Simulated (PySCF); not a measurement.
**GeO (SMILES [O]=[Ge]): r2SCAN/STO-3G**

What is the vertical ionisation energy of GeO at r2SCAN/STO-3G? The job is set up through a Python script.

Program for the calculation: PySCF 2.14.0.

13 further runs of the same task are left out: 6 that didn't finish, 7 set aside as unsound or not needed.

### 1 Starting point

The species is GeO (2 atoms), meant as a singlet with charge 0. As SMILES, `[O]=[Ge]`. Geometry: a GFN2-xTB relaxation, a rough one for these elements and not checked as a minimum.

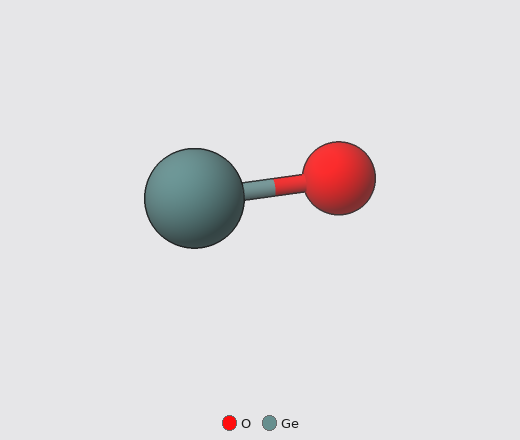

Viewed from a chosen angle; oxygen red, germanium teal.

### 2 A single-point energy at r2SCAN/STO-3G

Input file job.py:

```python
from pyscf import gto, dft

system = gto.Mole()
system.atom = 'O 0.000000 0.000000 0.000000; Ge 0.000000 0.000000 1.576490'
system.basis = 'sto-3g'
system.verbose = 4
system.max_memory = 1860
system.build()

calc0 = dft.RKS(system, xc='r2scan')
calc0.conv_tol = 1e-10
calc0.grids.level = 5
calc0.kernel()
if not calc0.converged:
    calc0 = calc0.newton().run(calc0.mo_coeff, calc0.mo_occ)

e_tot = calc0.e_tot
print('E(%s) = %.9f' % ('R2SCAN', e_tot))
```

Started as:

```bash
$ OMP_NUM_THREADS=1 python job.py
```

Standard output:

```text
PySCF version 2.14.0

[INPUT] num. atoms = 2
[INPUT] num. electrons = 40
[INPUT] charge = 0
[INPUT] spin (= nelec alpha-beta = 2S) = 0
[INPUT] symmetry False subgroup None
[INPUT] Mole.unit = angstrom
[INPUT] Symbol           X                Y                Z      unit          X                Y                Z       unit  Magmom
[INPUT]  1 O      0.000000000000   0.000000000000   0.000000000000 AA    0.000000000000   0.000000000000   0.000000000000 Bohr   0.0
[INPUT]  2 Ge     0.000000000000   0.000000000000   1.576490000000 AA    0.000000000000   0.000000000000   2.979134338116 Bohr   0.0

nuclear repulsion = 85.9310024139195
number of shells = 11
number of NR pGTOs = 69
number of NR cGTOs = 23
basis = sto-3g
ecp = {}

******** <class 'pyscf.dft.rks.RKS'> ********
method = RKS
initial guess = minao
damping factor = 0
level_shift factor = 0
DIIS = <class 'pyscf.scf.diis.CDIIS'>
diis_start_cycle = 1
diis_space = 8
diis_damp = 0
SCF conv_tol = 1e-10
SCF conv_tol_grad = None
SCF max_cycles = 50
direct_scf = True
direct_scf_tol = 1e-13
XC library pyscf.dft.libxc version 7.0.0
    S. Lehtola, C. Steigemann, M. J.T. Oliveira, and M. A.L. Marques.,  SoftwareX 7, 1–5 (2018)
XC functionals = r2scan
    J. W. Furness, A. D. Kaplan, J. Ning, J. P. Perdew, and J. Sun.,  J. Phys. Chem. Lett. 11, 8208-8215 (2020)
    J. W. Furness, A. D. Kaplan, J. Ning, J. P. Perdew, and J. Sun.,  J. Phys. Chem. Lett. 11, 9248-9248 (2020)
    J. W. Furness, A. D. Kaplan, J. Ning, J. P. Perdew, and J. Sun.,  J. Phys. Chem. Lett. 11, 8208-8215 (2020)
    J. W. Furness, A. D. Kaplan, J. Ning, J. P. Perdew, and J. Sun.,  J. Phys. Chem. Lett. 11, 9248-9248 (2020)
radial grids:
    Treutler-Ahlrichs [JCP 102, 346 (1995); DOI:10.1063/1.469408] (M4) radial grids

becke partition: Becke, JCP 88, 2547 (1988); DOI:10.1063/1.454033
pruning grids: <function nwchem_prune>
grids dens level: 5
symmetrized grids: False
atomic radii adjust function: <function treutler_atomic_radii_adjust>
small_rho_cutoff = 0
Set gradient conv threshold to 1e-05
Initial guess from minao.
tot grids = 87720
init E= -2125.07728250918
  HOMO = -0.525133396389713  LUMO = -0.305738618707676  gap/eV = 5.97004
cycle= 1 E= -2127.12561469734  delta_E= -2.05  |g|= 0.584  |ddm|= 2.03
  HOMO = 0.0414123798024671  LUMO = 0.224872493115821  gap/eV = 4.99220
cycle= 2 E= -2124.88131436443  delta_E= 2.24  |g|= 2.47  |ddm|= 3.44
  HOMO = 0.0200572958435876  LUMO = 0.0748649026638257  gap/eV = 1.49139
cycle= 3 E= -2127.05314601274  delta_E= -2.17  |g|= 0.841  |ddm|=  2.7
  HOMO = -0.10152105762501  LUMO = 0.0424501339123263  gap/eV = 3.91766
cycle= 4 E= -2127.2732901918  delta_E= -0.22  |g|= 0.065  |ddm|= 1.47
  HOMO = -0.0701576874913248  LUMO = 0.0459880757102306  gap/eV = 3.16049
cycle= 5 E= -2127.27510807781  delta_E= -0.00182  |g|= 0.0356  |ddm|= 0.195
  HOMO = -0.0747205295596022  LUMO = 0.0451934728176951  gap/eV = 3.26303
cycle= 6 E= -2127.27538831304  delta_E= -0.00028  |g|= 0.0215  |ddm|= 0.0392
  HOMO = -0.0757922497261318  LUMO = 0.0451983997742644  gap/eV = 3.29232
cycle= 7 E= -2127.27551805707  delta_E= -0.00013  |g|= 0.00448  |ddm|= 0.0171
  HOMO = -0.0762292134074108  LUMO = 0.04515477516399  gap/eV = 3.30303
cycle= 8 E= -2127.27552396683  delta_E= -5.91e-06  |g|= 0.000163  |ddm|= 0.0051
  HOMO = -0.0762122678032011  LUMO = 0.0451542893997364  gap/eV = 3.30255
cycle= 9 E= -2127.27552397456  delta_E= -7.73e-09  |g|= 3.65e-06  |ddm|= 0.000186
  HOMO = -0.0762129066389951  LUMO = 0.0451541638101603  gap/eV = 3.30257
cycle= 10 E= -2127.27552397457  delta_E= -3.64e-12  |g|= 1.92e-07  |ddm|= 6.54e-06
  HOMO = -0.0762130221757621  LUMO = 0.045154148300623  gap/eV = 3.30257
Extra cycle  E= -2127.27552397457  delta_E= -4.09e-12  |g|= 6.5e-07  |ddm|= 1.04e-06
converged SCF energy = -2127.27552397457
E(R2SCAN) = -2127.275523975
```

It took 2.3 s on 1 thread of Intel Xeon Platinum 8488C (Sapphire Rapids), shared host; peak memory 0.19 GiB.

### 3 The doublet cation at the same level

Input file job.py:

```python
from pyscf import gto, dft

molecule = gto.M(
    atom='O 0.000000 0.000000 0.000000; Ge 0.000000 0.000000 1.576490',
    verbose=3,
    charge=1,
    spin=1,
    max_memory=1860,
    basis='sto-3g',
)

mf = dft.UKS(molecule)
mf.xc = 'r2scan'
mf.grids.level = 5
mf.conv_tol = 1e-10
mf.kernel()
if not mf.converged:
    mf = mf.newton().run(mf.mo_coeff, mf.mo_occ)

e_final = mf.e_tot
print(f'total energy: {e_final:.8f} hartree')
```

Started as:

```bash
$ OMP_NUM_THREADS=1 python job.py
```

Standard output:

```text
WARN: HOMO -0.52513339638972 >= LUMO -0.525133396389724

converged SCF energy = -2126.98481977841  <S^2> = 0.75396986  2S+1 = 2.0039659
total energy: -2126.98481978 hartree
```

It took 4.5 s on 1 thread of Intel Xeon Platinum 8488C (Sapphire Rapids), shared host; peak memory 0.21 GiB.

### 4 What came out

At r2SCAN/STO-3G:

| quantity | value |
| --- | --- |
| singlet GeO: total energy | -2127.27552 Eh |
| singlet GeO: dipole moment | 0.57 D |
| singlet GeO: HOMO energy | -2.07 eV |
| singlet GeO: LUMO energy | 1.23 eV |
| singlet GeO: HOMO–LUMO gap | 3.30 eV |
| doublet cation: total energy | -2126.98482 Eh |
| doublet cation: HOMO energy (highest over α and β) | -14.53 eV |
| doublet cation: LUMO energy (lowest over α and β) | -12.81 eV |
| doublet cation: ⟨S²⟩ | 0.754 |
| vertical ionisation energy (to the doublet cation) | 7.910 eV |

What this shows: Removing an electron at fixed nuclei costs 7.91 eV (763 kJ/mol). The negative HOMO energy of the first species, 2.07 eV, lies 5.84 eV below that difference. In a minimal basis such a difference can be off by several eV, whatever the method.
